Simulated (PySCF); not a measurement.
# B₄⁺: structure of the doublet

Where does doublet B₄⁺ go from a tetrahedron start, is the end point a minimum, and what are its modes, charges and moments?

Method: PBE0, basis B def2-TZVP, no relativity, density fitting; program: PySCF 2.14.0.

## (1) Where the work starts

4 atoms, charge 1, spin multiplicity 2.

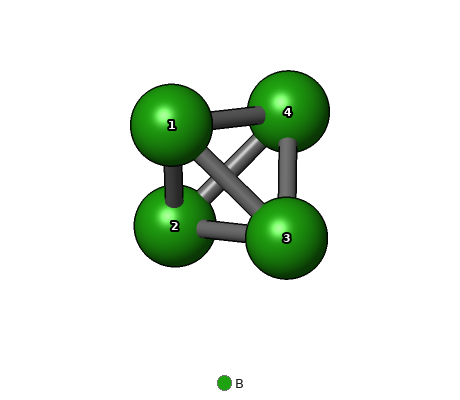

As it starts; boron green; atoms are numbered from 1 in the order of the file.

```xyz
4
charge 1 multiplicity 2
B     0.6010    0.6010    0.6010
B     0.6010   -0.6010   -0.6010
B    -0.6010    0.6010   -0.6010
B    -0.6010   -0.6010    0.6010
```

## (2) Finding the electronic state

One driver script runs all steps and calls PySCF; scf.py shows how it sets up the SCF of each step. The optimiser is the driver's own. After this first run the driver tries any further starts and a stability analysis.

scf.py

```python
from pyscf import gto, scf, dft
mol = gto.M(atom='''
B      0.601000     0.601000     0.601000
B      0.601000    -0.601000    -0.601000
B     -0.601000     0.601000    -0.601000
B     -0.601000    -0.601000     0.601000''',
    basis={'B': 'def2-TZVP'},
    charge=1, spin=1)
mf = dft.UKS(mol, xc='PBE0')
mf.grids.atom_grid = (50, 194)
aux = {'B': 'def2-universal-JKFIT'}
mf = mf.density_fit(auxbasis=aux)
mf.conv_tol = 1e-08
mf.diis_space = 10
mf.max_cycle = 60
mf.init_guess = 'minao'
mf.verbose = 4
mf.kernel()
```

Command:

```console
> OMP_NUM_THREADS=4 python axn.py task.json out
```

Further steps of the session: Relaxation: tetrahedron start, doublet; Relaxing without the symmetry constraint; Hessian and properties.

Before running it: what results should come out? Wanted: minimum; geometry; wavenumbers; dipole moment; highest occupied, lowest empty level; polar-tensor charge of B1; zero-point energy; ⟨S²⟩.

The runs gave:

```
                                          quantity                                                                                                                                                           value
                                           minimum                                                                                                                                                     doublet, Cs
                                          geometry  B–B 1.544 Å, B–B 1.621 Å (×2), B–B 1.700 Å (×2), B–B 1.933 Å; B–B–B 53.4° (×2), B–B–B 55.3° (×4), B–B–B 59.7° (×2), B–B–B 64.9° (×2), B–B–B 69.3°, B–B–B 73.2°
                                wavenumbers (cm⁻¹)                                                                                                   337 (a'), 412 (a'), 443 (a''), 787 (a''), 821 (a'), 1148 (a')
                    dipole moment (centre of mass)                                                                                                                                                          0.54 D
highest occupied, lowest empty level (either spin)                                                                                                                                               -13.68, -10.79 eV
                         polar-tensor charge of B1                                                                                                                                                         -0.03 e
                                 zero-point energy                                                                                                                                                     23.6 kJ/mol
                               entropy at 298.15 K                                                                                                                                                 267.6 J/(mol K)
                                              ⟨S²⟩                                                                                                                                                           1.345
```

In words: The tetrahedron start (Td) ends in a minimum of Cs symmetry. The determinant is spin-contaminated (⟨S²⟩ = 1.34 against 0.75), so it is no pure spin state. The strongest infrared band lies at 821 cm⁻¹ (a'). Only this shape and spin were tried, so other structures or states may lie lower.
